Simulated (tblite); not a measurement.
## C₆H₉AlF₃P: geometry relaxation (part 4 of 4)

The same run, continued: C₆H₉AlF₃P, SMILES FC(F)=C(F)[P@@+]1([AlH3-])C=CCC1; GFN2-xTB geometry optimisation, gas phase (tblite 0.8.0). It belongs to a series of runs on one base structure; here: phosphine turned into its AlH3 adduct.

Geometry of the input (Å):
```
F  -3.2983  -0.2622  -0.1843
C  -2.6818  -1.4259  -0.4415
F  -3.4448  -2.5130  -0.7362
C  -1.3406  -1.5489  -0.3932
F  -0.8486  -2.8102  -0.6533
P  -0.2449  -0.2571  -0.0068
Al -1.1297  1.8046  0.2082
C  0.8240  -0.5704  1.4384
C  2.0124  -0.0809  1.1450
C  2.1125  0.5439  -0.1618
C  1.1807  -0.1053  -1.1646
H  0.1059  2.8373  0.1882
H  -1.8686  1.9062  1.6270
H  -2.1746  2.1052  -0.9546
H  0.5009  -1.0709  2.3449
H  2.8435  -0.1410  1.8749
H  1.8026  1.6252  -0.1275
H  3.1722  0.4865  -0.5562
H  0.9229  0.5829  -1.9800
H  1.5491  -1.0956  -1.4695
```

Trajectory as extended XYZ, continued:
```
20
Properties=species:S:1:pos:R:3:forces:R:3 step=127 energy=-957.35704
F    -3.1463   -0.5389   -0.0466    0.0070   0.0040  -0.0100
C    -2.3230   -1.5337   -0.3443    0.0050   0.0040  -0.0070
F    -2.9834   -2.5683   -0.8305    0.0100   0.0050   0.0180
C    -1.0168   -1.4166   -0.1427   -0.0060   0.0060  -0.0070
F    -0.1735   -2.4177   -0.4503   -0.0160  -0.0060   0.0070
P    -0.3278    0.1637    0.4753   -0.0160  -0.0070  -0.0100
Al   -1.7897    2.1266    0.0126   -0.0130  -0.0080   0.0000
C     0.9490   -0.4351    1.6106    0.0270   0.0090   0.0050
C     2.1591   -0.4600    1.0644   -0.0020   0.0030  -0.0040
C     2.2733   -0.0875   -0.3754    0.0150  -0.0040  -0.0100
C     0.9291    0.4971   -0.8329    0.0120   0.0060  -0.0110
H    -0.5954    3.1095    0.3019   -0.0080  -0.0010   0.0060
H    -2.9909    2.0642    0.9955    0.0130  -0.0010  -0.0090
H    -1.9225    1.6281   -1.4799   -0.0080  -0.0050  -0.0010
H     0.7201   -0.6853    2.6328    0.0000  -0.0020   0.0180
H     3.0513   -0.7533    1.5976   -0.0170  -0.0230   0.0080
H     3.0892    0.6220   -0.5250   -0.0070   0.0000  -0.0070
H     2.5177   -0.9898   -0.9446    0.0090   0.0240   0.0020
H     0.9709    1.5888   -0.9272    0.0080  -0.0170   0.0080
H     0.6045    0.0968   -1.7943   -0.0150   0.0120   0.0030
20
Properties=species:S:1:pos:R:3:forces:R:3 step=131 energy=-957.35777
F    -3.1392   -0.5157   -0.0579   -0.0080  -0.0030  -0.0170
C    -2.3240   -1.5187   -0.3502    0.0040  -0.0020   0.0080
F    -2.9875   -2.5484   -0.8407   -0.0270  -0.0040   0.0060
C    -1.0192   -1.4172   -0.1351    0.0240   0.0150  -0.0110
F    -0.1861   -2.4279   -0.4370    0.0030  -0.0130   0.0080
P    -0.3249    0.1592    0.4834    0.0360   0.0220   0.0280
Al   -1.7971    2.1144    0.0057    0.0080   0.0030   0.0040
C     0.9589   -0.4386    1.6152   -0.0180   0.0000   0.0000
C     2.1665   -0.4612    1.0637    0.0020  -0.0010  -0.0040
C     2.2761   -0.0865   -0.3763   -0.0110   0.0100  -0.0020
C     0.9293    0.4981   -0.8275   -0.0080  -0.0140   0.0050
H    -0.6076    3.1029    0.2963   -0.0050  -0.0050  -0.0040
H    -2.9943    2.0584    0.9898   -0.0130  -0.0080   0.0030
H    -1.9284    1.6123   -1.4856   -0.0020  -0.0060   0.0010
H     0.7376   -0.6937    2.6390   -0.0080   0.0140  -0.0220
H     3.0583   -0.7561    1.5969   -0.0040  -0.0160  -0.0090
H     3.0906    0.6234   -0.5291   -0.0020   0.0100   0.0010
H     2.5191   -0.9863   -0.9485    0.0100  -0.0040  -0.0040
H     0.9687    1.5900   -0.9166    0.0120  -0.0060   0.0050
H     0.5981    0.1022   -1.7887    0.0050   0.0090   0.0040
20
Properties=species:S:1:pos:R:3:forces:R:3 step=135 energy=-957.35833
F    -3.1357   -0.5087   -0.0670    0.0040   0.0110  -0.0080
C    -2.3227   -1.5166   -0.3497   -0.0050   0.0020   0.0060
F    -2.9936   -2.5464   -0.8311    0.0090   0.0000   0.0050
C    -1.0168   -1.4155   -0.1386   -0.0090  -0.0030   0.0160
F    -0.1890   -2.4345   -0.4293    0.0030   0.0150   0.0100
P    -0.3218    0.1608    0.4859   -0.0180  -0.0080  -0.0240
Al   -1.8012    2.1112    0.0013   -0.0070  -0.0050   0.0090
C     0.9608   -0.4396    1.6147    0.0080   0.0030  -0.0040
C     2.1679   -0.4650    1.0619   -0.0010  -0.0050  -0.0010
C     2.2775   -0.0871   -0.3772    0.0040  -0.0050   0.0010
C     0.9309    0.4999   -0.8247    0.0080   0.0110  -0.0070
H    -0.6141    3.0994    0.2962    0.0070   0.0030  -0.0100
H    -2.9961    2.0542    0.9887   -0.0130  -0.0110  -0.0020
H    -1.9358    1.6125   -1.4917    0.0060  -0.0040   0.0120
H     0.7409   -0.6910    2.6389   -0.0140  -0.0030   0.0030
H     3.0578   -0.7643    1.5955    0.0070  -0.0120  -0.0130
H     3.0916    0.6242   -0.5276   -0.0030   0.0050   0.0040
H     2.5227   -0.9847   -0.9527   -0.0020   0.0030   0.0020
H     0.9746    1.5918   -0.9094    0.0050   0.0010   0.0000
H     0.5969    0.1100   -1.7871    0.0080   0.0010   0.0000
20
Properties=species:S:1:pos:R:3:forces:R:3 step=139 energy=-957.35906
F    -3.1309   -0.4913   -0.0849   -0.0040  -0.0060   0.0030
C    -2.3243   -1.5102   -0.3465    0.0060   0.0090  -0.0140
F    -2.9986   -2.5417   -0.8191    0.0060   0.0070   0.0080
C    -1.0183   -1.4132   -0.1332    0.0000  -0.0030   0.0110
F    -0.1939   -2.4384   -0.4086    0.0050  -0.0070   0.0100
P    -0.3194    0.1621    0.4860    0.0100   0.0130   0.0160
Al   -1.8078    2.1023   -0.0027   -0.0060   0.0050  -0.0040
C     0.9654   -0.4402    1.6140   -0.0130  -0.0070  -0.0090
C     2.1713   -0.4706    1.0589   -0.0140  -0.0030   0.0000
C     2.2795   -0.0877   -0.3788    0.0110  -0.0010  -0.0160
C     0.9343    0.5067   -0.8218    0.0140  -0.0080   0.0060
H    -0.6208    3.0947    0.2878   -0.0130  -0.0040  -0.0040
H    -3.0070    2.0410    0.9801   -0.0020  -0.0020   0.0020
H    -1.9386    1.6016   -1.4957    0.0100  -0.0010   0.0140
H     0.7437   -0.6941    2.6375   -0.0050  -0.0030  -0.0060
H     3.0617   -0.7794    1.5862   -0.0010  -0.0010   0.0000
H     3.0937    0.6247   -0.5278   -0.0070  -0.0220   0.0050
H     2.5232   -0.9852   -0.9559   -0.0100   0.0260  -0.0050
H     0.9834    1.5995   -0.8894   -0.0040   0.0020  -0.0210
H     0.5981    0.1301   -1.7888    0.0170   0.0060   0.0050
20
Properties=species:S:1:pos:R:3:forces:R:3 step=143 energy=-957.35953
F    -3.1274   -0.4836   -0.0926    0.0020   0.0020   0.0050
C    -2.3201   -1.5036   -0.3470   -0.0010   0.0010  -0.0010
F    -2.9943   -2.5360   -0.8175    0.0020  -0.0040  -0.0020
C    -1.0155   -1.4106   -0.1244    0.0070   0.0140  -0.0090
F    -0.1939   -2.4402   -0.3939    0.0020   0.0110   0.0190
P    -0.3167    0.1668    0.4932   -0.0100  -0.0060  -0.0130
Al   -1.8142    2.0979   -0.0065   -0.0020  -0.0010   0.0030
C     0.9680   -0.4430    1.6144    0.0100   0.0000   0.0060
C     2.1721   -0.4781    1.0553    0.0090  -0.0080  -0.0030
C     2.2781   -0.0908   -0.3819   -0.0060  -0.0010   0.0080
C     0.9357    0.5147   -0.8150   -0.0080   0.0120  -0.0080
H    -0.6321    3.0957    0.2793   -0.0120   0.0060   0.0060
H    -3.0179    2.0352    0.9711    0.0030   0.0030   0.0000
H    -1.9291    1.5876   -1.4959   -0.0030  -0.0030  -0.0030
H     0.7464   -0.6971    2.6376    0.0070  -0.0100   0.0030
H     3.0631   -0.7922    1.5787   -0.0080  -0.0030  -0.0010
H     3.0962    0.6160   -0.5315    0.0090  -0.0040   0.0080
H     2.5128   -0.9858   -0.9656   -0.0090   0.0040   0.0000
H     0.9899    1.6077   -0.8773    0.0000   0.0030  -0.0010
H     0.5938    0.1500   -1.7837    0.0090  -0.0170  -0.0170
20
Properties=species:S:1:pos:R:3:forces:R:3 step=147 energy=-957.35993
F    -3.1238   -0.4770   -0.0988    0.0040   0.0000  -0.0070
C    -2.3171   -1.4992   -0.3474   -0.0030  -0.0050   0.0140
F    -2.9922   -2.5343   -0.8111    0.0080   0.0040  -0.0040
C    -1.0128   -1.4058   -0.1224   -0.0080  -0.0010  -0.0010
F    -0.1919   -2.4395   -0.3769    0.0040   0.0040   0.0020
P    -0.3151    0.1712    0.4941    0.0190   0.0080   0.0080
Al   -1.8229    2.0951   -0.0094   -0.0010  -0.0020   0.0070
C     0.9706   -0.4434    1.6144    0.0010  -0.0010  -0.0040
C     2.1729   -0.4862    1.0521   -0.0110   0.0040   0.0040
C     2.2785   -0.0924   -0.3831   -0.0030   0.0050  -0.0020
C     0.9381    0.5210   -0.8135    0.0120  -0.0130  -0.0050
H    -0.6456    3.0960    0.2775   -0.0020   0.0150   0.0080
H    -3.0274    2.0317    0.9664   -0.0010   0.0000   0.0010
H    -1.9316    1.5844   -1.4982   -0.0060  -0.0070  -0.0110
H     0.7500   -0.6987    2.6379    0.0040  -0.0080  -0.0090
H     3.0635   -0.8076    1.5714   -0.0060  -0.0030   0.0070
H     3.1023    0.6094   -0.5291   -0.0120  -0.0100   0.0010
H     2.5049   -0.9854   -0.9725    0.0070  -0.0030   0.0020
H     0.9957    1.6139   -0.8704   -0.0010   0.0020  -0.0120
H     0.5988    0.1576   -1.7841   -0.0040   0.0090   0.0010
20
Properties=species:S:1:pos:R:3:forces:R:3 step=151 energy=-957.36020
F    -3.1195   -0.4728   -0.1034   -0.0080  -0.0010   0.0010
C    -2.3134   -1.4973   -0.3449    0.0020   0.0030  -0.0050
F    -2.9869   -2.5331   -0.8086   -0.0030  -0.0020   0.0000
C    -1.0094   -1.4017   -0.1210    0.0040   0.0020   0.0100
F    -0.1870   -2.4355   -0.3696    0.0000   0.0020   0.0000
P    -0.3120    0.1764    0.4938   -0.0080   0.0000  -0.0020
Al   -1.8289    2.0945   -0.0069   -0.0020   0.0070  -0.0090
C     0.9705   -0.4432    1.6138   -0.0010   0.0040  -0.0030
C     2.1720   -0.4902    1.0507    0.0020  -0.0020   0.0000
C     2.2793   -0.0942   -0.3840    0.0000  -0.0090   0.0070
C     0.9407    0.5213   -0.8156   -0.0050   0.0020   0.0050
H    -0.6551    3.1007    0.2806   -0.0050   0.0050   0.0050
H    -3.0354    2.0310    0.9672    0.0050  -0.0040   0.0000
H    -1.9357    1.5838   -1.4976   -0.0030  -0.0030   0.0040
H     0.7489   -0.6998    2.6366    0.0040  -0.0070  -0.0040
H     3.0603   -0.8181    1.5699    0.0010   0.0010   0.0010
H     3.1047    0.6051   -0.5273    0.0010   0.0120  -0.0030
H     2.5060   -0.9864   -0.9745    0.0020  -0.0070   0.0020
H     0.9968    1.6139   -0.8778    0.0170   0.0040  -0.0010
H     0.5990    0.1563   -1.7844   -0.0040  -0.0060  -0.0090
20
Properties=species:S:1:pos:R:3:forces:R:3 step=155 energy=-957.36035
F    -3.1216   -0.4729   -0.1058    0.0010  -0.0030   0.0000
C    -2.3124   -1.4957   -0.3443   -0.0010  -0.0010  -0.0040
F    -2.9832   -2.5341   -0.8071    0.0010   0.0030   0.0020
C    -1.0089   -1.3980   -0.1180   -0.0070  -0.0020   0.0010
F    -0.1853   -2.4318   -0.3633   -0.0020   0.0010  -0.0010
P    -0.3115    0.1807    0.4937    0.0020   0.0000  -0.0030
Al   -1.8323    2.0965   -0.0081    0.0000   0.0000   0.0040
C     0.9706   -0.4420    1.6125    0.0020  -0.0090   0.0040
C     2.1718   -0.4927    1.0495    0.0060   0.0040   0.0000
C     2.2803   -0.0957   -0.3844   -0.0020   0.0010  -0.0040
C     0.9422    0.5217   -0.8161    0.0020   0.0050  -0.0030
H    -0.6610    3.1044    0.2834   -0.0050   0.0050  -0.0030
H    -3.0382    2.0290    0.9665    0.0030  -0.0030  -0.0010
H    -1.9391    1.5822   -1.4971    0.0000   0.0020  -0.0010
H     0.7496   -0.7044    2.6337   -0.0050   0.0020   0.0080
H     3.0588   -0.8236    1.5689    0.0020  -0.0010   0.0000
H     3.1055    0.6043   -0.5278   -0.0010  -0.0010   0.0000
H     2.5065   -0.9883   -0.9747    0.0030  -0.0020  -0.0010
H     1.0033    1.6140   -0.8795    0.0040   0.0020   0.0000
H     0.5997    0.1570   -1.7851   -0.0020  -0.0030   0.0010
```

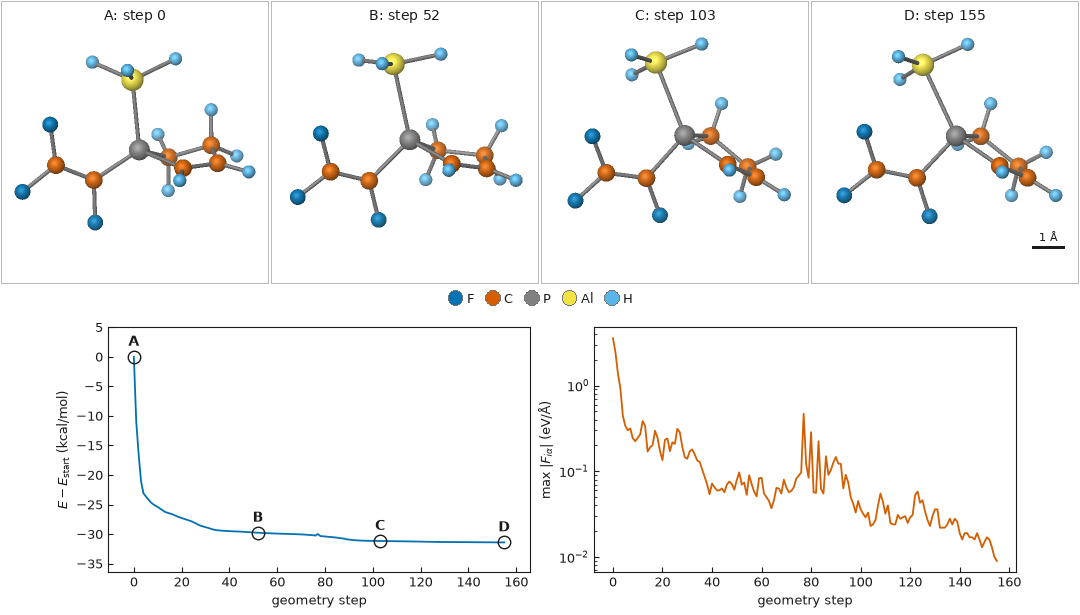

Figure 1. Frames of the relaxation (ball-and-stick view, seen at a tilt) above the curves, on which the letters mark them (steps are counted from 0).

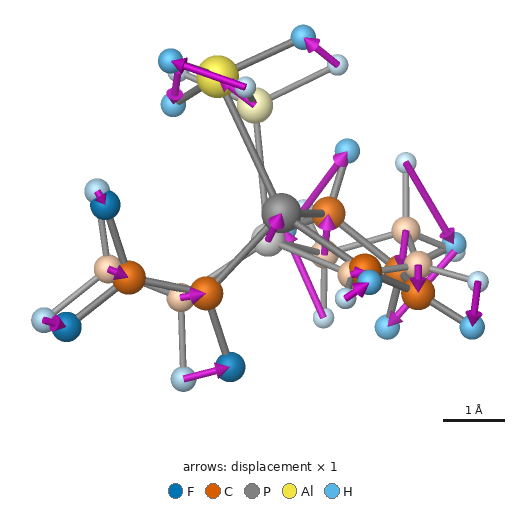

Figure 2. Start (faint) and end (solid) with the displacements as pink arrows, at true length (ball-and-stick view, seen at a tilt). The two geometries are laid on each other by the best rigid fit. Over 155 geometry steps the energy falls by 31.4 kcal/mol. Largest force component: 3.6 eV/Å at the start, 0.009 eV/Å at the end. The largest move after the best rigid fit is that of H17, 1.72 Å. By element the largest moves are H 1.72 Å, F 0.80 Å, Al 0.78 Å, C 0.76 Å, P 0.67 Å. Among the contacts that change: P6–Al7 2.254 → 2.497 Å, C4–P6 1.737 → 1.831 Å, Al7–H13 1.603 → 1.552 Å, C2–F3 1.360 → 1.320 Å. Among the angles that change: Al7–P6–C8 108.1° → 145.0°, P6–Al7–H14 111.1° → 88.9°, P6–Al7–H12 106.5° → 90.0°. (Atoms are counted from 1 in the order of the input.)
